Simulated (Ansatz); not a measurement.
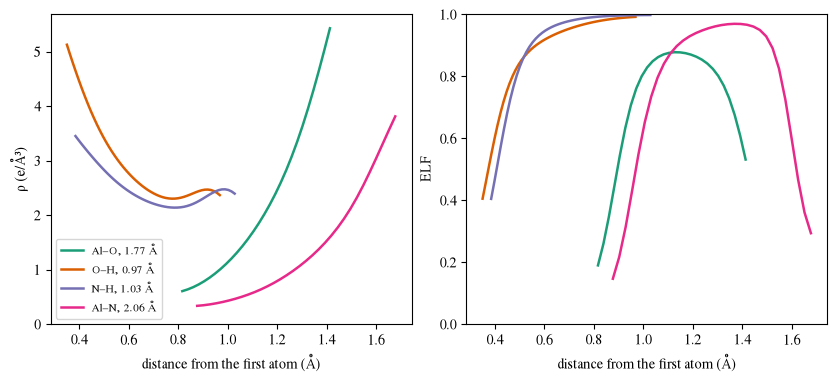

*AlH6NO. Total electron density and electron localisation function along straight lines between neighbouring atoms. The curves leave out the atomic cores.*

Level of theory: RKS PBE-D4/def2-SVP in Ansatz 0.2.0.

| atom | x (Å) | y (Å) | z (Å) |
| --- | --- | --- | --- |
| Al | -0.1417 | 0.4606 | -0.0380 |
| N | -0.0359 | 0.2957 | 2.0171 |
| H | -0.7507 | -0.3013 | 2.4539 |
| H | 0.8799 | -0.1775 | 2.1003 |
| O | 1.4145 | -0.3720 | -0.1213 |
| H | 1.8548 | -0.5869 | -0.9568 |
| H | -1.4641 | -0.3897 | -0.4099 |
| H | -0.1467 | 2.0594 | -0.2695 |
| H | 0.0066 | 1.1830 | 2.5357 |

Q: What can be read from the curves?

A: Al–O (1.77 Å): the density is about 0.73 e/Å³ at the midpoint; the ELF peaks at about 0.90 in the valence shell of O, 0.6 Å from its nucleus, and is about 0.45 at the midpoint.
O–H (0.97 Å): ρ is about 3.6 e/Å³ halfway; the ELF climbs to about 1 towards the hydrogen, as it does in any bond to H; a covalent bond by its length.
N–H (1.03 Å): ρ is about 2.8 e/Å³ halfway; the ELF climbs to about 1 towards the hydrogen (an ordinary covalent bond to hydrogen).
Al–N (2.06 Å): the density is about 0.47 e/Å³ at the midpoint; the ELF peaks at about 0.95 in the valence shell of N, 0.7 Å from its nucleus, and is about 0.75 at the midpoint.
